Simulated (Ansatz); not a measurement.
**Si$_{2}$H$_{7}$F: single-point calculation**

The run: single-point calculation of Si$_{2}$H$_{7}$F. Method and program: RKS PBE0-D4/def2-TZVPPD (Ansatz 0.2.0).

The geometry is a complex of two molecules. The geometry comes from this level: PBE0-D4/def2-TZVP.

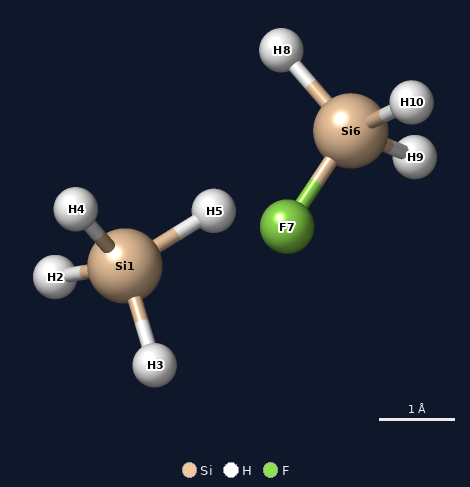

Figure 1. The input geometry (ball-and-stick view, seen at a tilt; atoms are numbered from 1 in the order of the input). Bond lengths as drawn: F–Si 1.60 Å and H–Si 1.48 to 1.49 Å.

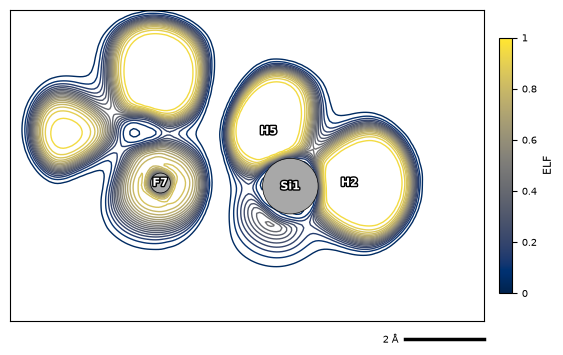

Figure 2. Electron localisation function on the plane of atoms H2, Si1 and H5. Grey discs, where drawn, cover atomic cores. Atoms in the plane: Si, H and F. Si1···F7 (3.27 Å): the ELF is only about 0 between them (a non-bonded, intermolecular contact). Si–H (1.49 Å): the ELF climbs to about 1 towards the hydrogen, as it does in any bond to H.

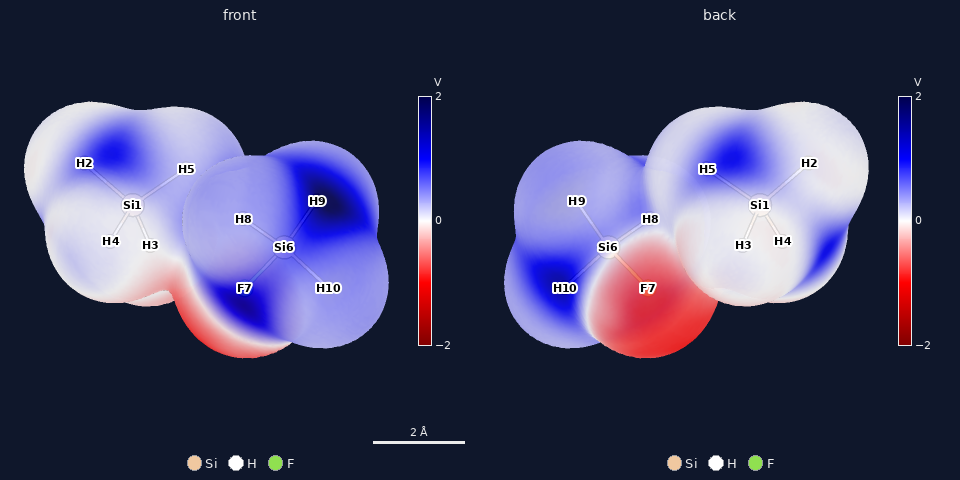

Figure 3. The electrostatic potential painted on the density surface at 0.002 e/bohr³, seen at a tilt and from behind; the colour scale runs from red (negative) to blue (positive).

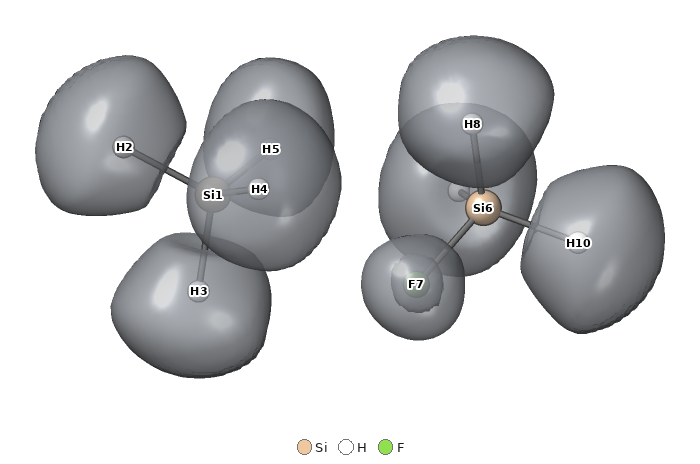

Figure 4. Isosurface of the electron localisation function at 0.75 (grey), seen at a tilt. Only the valence region is drawn (cores and ρ < 0.01 e/Å³ removed). Si–F (1.60 Å): the ELF peaks at about 0.85 between the atoms.

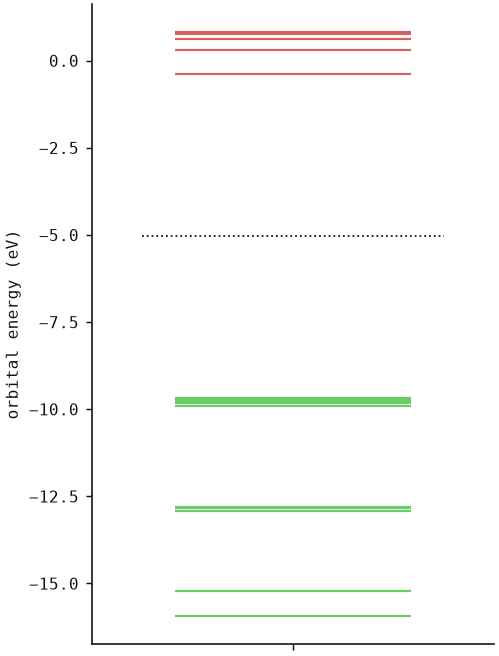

Figure 5. Orbital energies near the frontier; the dotted line parts filled from empty levels, and levels within 0.02 eV of each other stand side by side. Highest filled −9.68 eV, lowest empty −0.39 eV, 9.29 eV apart.

These pictures come from the run below.

### Input
```yaml
crystal:
  periodic: [false, false, false]
  atoms:
    - {symbol: Si, position_ang: [-0.080393, -0.088812, -2.013216]}
    - {symbol: H, position_ang: [-0.682617, -0.511525, -3.304278]}
    - {symbol: H, position_ang: [0.472855, 1.279993, -2.149821]}
    - {symbol: H, position_ang: [0.993949, -1.041220, -1.639166]}
    - {symbol: H, position_ang: [-1.138049, -0.100175, -0.968715]}
    - {symbol: Si, position_ang: [0.059454, 0.074431, 2.043145]}
    - {symbol: F, position_ang: [1.034756, 0.728317, 0.952216]}
    - {symbol: H, position_ang: [-0.110155, -1.360077, 1.715393]}
    - {symbol: H, position_ang: [-1.240538, 0.782323, 1.990553]}
    - {symbol: H, position_ang: [0.690841, 0.236547, 3.373890]}
basis:
  gaussian: {orbitals: "def2-TZVPPD.json"}
hamiltonian: {xc: pbe0, dispersion: d4}
output: {orbitals: {seedname: orbitals}}
```

Command:
```bash
ansatz run in.yaml --threads 4 --pin off --events-out ev --progress --plain --max-ram 9574MiB
```

### What the program printed
```
Functional definition: PBE0
  name "PBE0"
  cite "Adamo & Barone, J. Chem. Phys. 110, 6158 (1999) doi:10.1063/1.478522"
  cite "Perdew, Burke & Ernzerhof, Phys. Rev. Lett. 77, 3865 (1996) doi:10.1103/PhysRevLett.77.3865"
  parent pbe
  parameter a = 0.25
  parameter kappa = 0.804
  parameter beta = 0.06672455060314922
  exchange = (1 - a)*pbe_x(kappa = kappa, mu = beta*pi^2/3) + a*exact_x
  correlation = pbe_c(beta = beta)
1254 factors; their error is unknown
mean field evaluation 1: about -18577.8082 eV, gradient 3.1e1 eV
mean field evaluation 2: about -18576.3415 eV, gradient 4.7e1 eV
mean field evaluation 4: about -18579.2707 eV, gradient 8.1e-1 eV
mean field evaluation 8: about -18579.3121 eV, gradient 3.3e-1 eV
mean field -18579.31222554 eV, -682.7771307784 hartree, gradient 3.2e-5 eV, S^2 0.000000; 0 other end points of the search recorded, 0 dependent functions left out
reference -18579.31226502 eV, -682.7771322292 hartree; 22, 22 occupied and 233, 233 virtual orbitals, 1254 factors
Total energy: -18579.43478206 eV, -682.7816346475 hartree
```

### Key numbers

```csv
quantity,value
outcome,converged
total energy,−18579.4348 eV
mean-field energy,−18579.3123 eV
dispersion energy,−0.1225 eV
SCF solution under orbital rotations,stable
HOMO,−9.68 eV
LUMO,−0.39 eV
hardware,"4 threads of Arm Neoverse V2, 23 GiB of memory available, shared host"
wall time,1.9 s (CPU time 7.2 s)
peak memory,0.57 GiB
```
